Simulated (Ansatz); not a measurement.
The reference is WSe₂ in the 2H-MoS2 type structure (space group P6_3/mmc, No. 194; a = 3.300 Å, c = 13.147 Å; layered, stacked along the Cartesian z axis).

Modification: an isotropic linear strain of +1.90 %, atoms relaxed at fixed cell.

The values are results of r2SCAN+rVV10, PAW, 500 eV (Ansatz, a quantum-chemistry and plane-wave program; no SOC), earlier PAW set, not measurements.

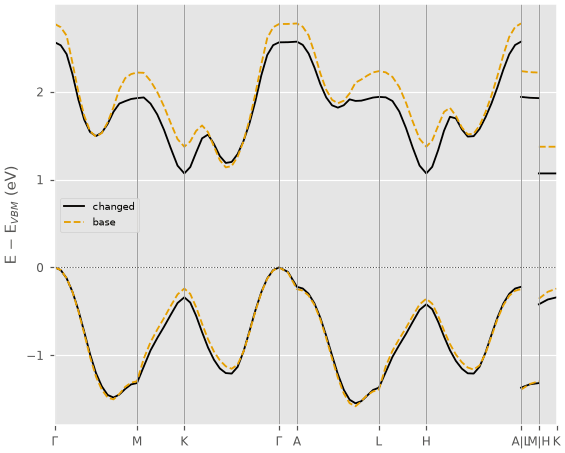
Fig. 1. Highest valence and lowest conduction band along the path, each from its own valence-band maximum

The gap is 1.07 eV, indirect, Γ → K; the base has 1.12 eV.

With W present, leaving out spin-orbit coupling can change the band edges. No phonon test of stability was made.
